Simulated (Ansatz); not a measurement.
```
CELL_PARAMETERS angstrom
5.36694 0.00000 0.00000
0.00000 5.36694 0.00000
0.00000 0.00000 4.79954
ATOMIC_POSITIONS crystal
Zn 0.00000 0.00000 0.50000
Cd 0.00000 0.50000 0.50000
Cd 0.50000 0.00000 0.50000
Cd 0.00000 0.00000 0.00000
S 0.50000 0.50000 0.50000
O 0.50000 0.50000 0.00000
```

Space group P4/mmm; a structure generated by program, which may or may not match a known phase.

All numbers below come from Ansatz, DFT PBE, scalar-relativistic, plane waves, PAW.

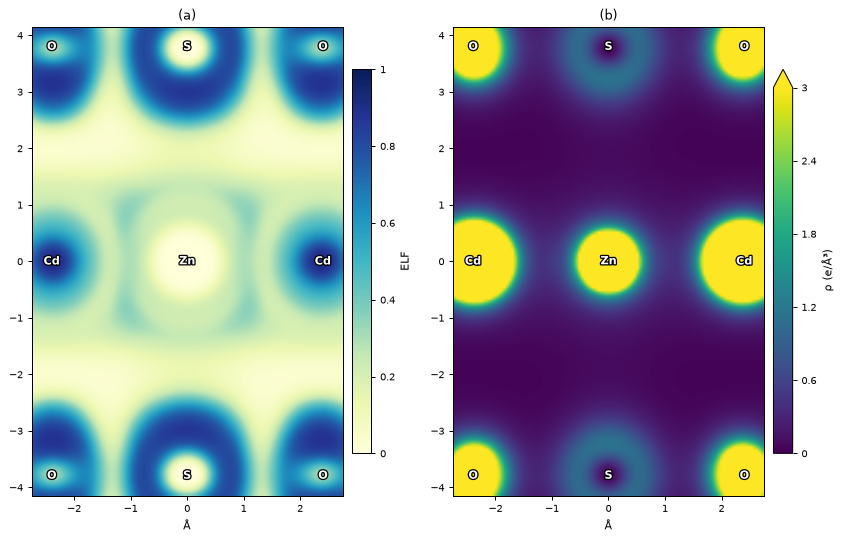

ZnCd3SO. (a) electron localisation function; (b) valence charge density (pseudo) on the (110) plane of the conventional cell.

Core electrons are frozen (PAW), and the valence fields are smoothed inside the atomic spheres.

Describe what can be read from this map.

Answer. The plane passes through Zn, Cd, S and O nuclei.
Zn–Cd (2.40 Å): ρ at the midpoint is about 0.43 e/Å³; the ELF is about 0.25 at the midpoint; no localised pair shows between them.
S–O (2.40 Å): the density is about 0.32 e/Å³ at the midpoint; the ELF peaks at about 0.80 in the valence shell of S, 0.8 Å from its nucleus, and drops to about 0.30 between the two atoms.
Between the atoms the lowest density in this plane is 0.03 e/Å³.
The ELF also peaks beside O, away from the bonds: lone-pair regions.
The features right at Cd lie inside the PAW spheres, where the map follows smoothed inner orbitals and isn't to be read closely.
